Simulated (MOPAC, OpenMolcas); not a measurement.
# How methods differ on GeHCl3 (SMILES [Cl][GeH]([Cl])[Cl])

GeHCl3: 5 atoms, total charge 0, spin state singlet. SMILES: `[Cl][GeH]([Cl])[Cl]`. Geometry: relaxed at PBE0-D4/def2-TZVP.

Quantity: the HOMO–LUMO gap, in eV. The values are calculated.

| level | kind | program | value (eV) | CPU time |
| --- | --- | --- | --- | --- |
| PM6 | semi-empirical | MOPAC | 9.92 | under 2 s |
| HF/cc-pVDZ | Hartree–Fock | OpenMolcas | 15.36 | 8.3 s |
| SVWN5/cc-pVDZ | LDA | OpenMolcas | 5.39 | 14 s |
| BLYP/cc-pVDZ | GGA | OpenMolcas | 5.39 | 18 s |
| revPBE/cc-pVDZ | GGA | OpenMolcas | 5.58 | 20 s |
| r2SCAN/cc-pVDZ | meta-GGA | OpenMolcas | 6.15 | 24 s |
| BHLYP/cc-pVDZ | global hybrid | OpenMolcas | 10.29 | 19 s |
| B2PLYP/cc-pVDZ | double hybrid | OpenMolcas | 10.60 | 15 s |

All-electron rows without a relativistic Hamiltonian named are non-relativistic. The values span 5.39 to 15.36 eV. Orbital gaps aren't excitation energies, and those of double hybrids come from the SCF part alone; they tend to grow with the share of exact exchange. Times are those of the runs behind each value, whatever else they computed, on shared processors of several kinds: orders of magnitude only.

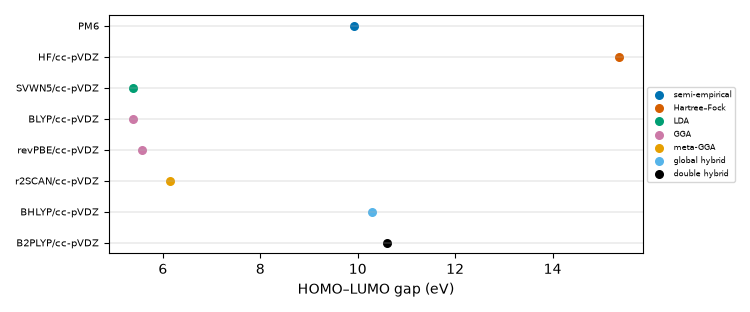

The values of the table, level by level.
